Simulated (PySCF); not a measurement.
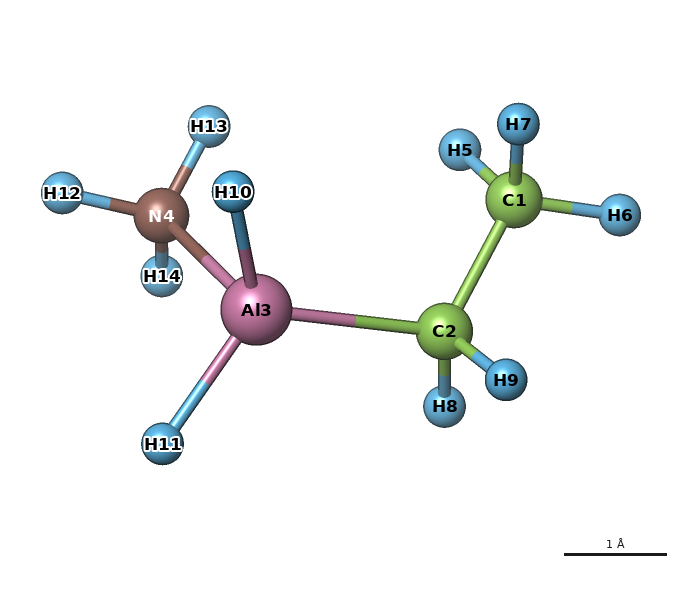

The geometry was computed by an optimisation with PBE0-D3(BJ)/def2-SVP. No frequency run is at hand to confirm it as a minimum.

Give the bond lengths.

```tsv
bond	length (Å)
C1–C2	1.529
C1–H5	1.106
C1–H6	1.104
C1–H7	1.103
C2–Al3	1.988
C2–H8	1.107
C2–H9	1.106
Al3–N4	2.076
Al3–H10	1.612
Al3–H11	1.611
N4–H12	1.021
N4–H13	1.021
N4–H14	1.021
```
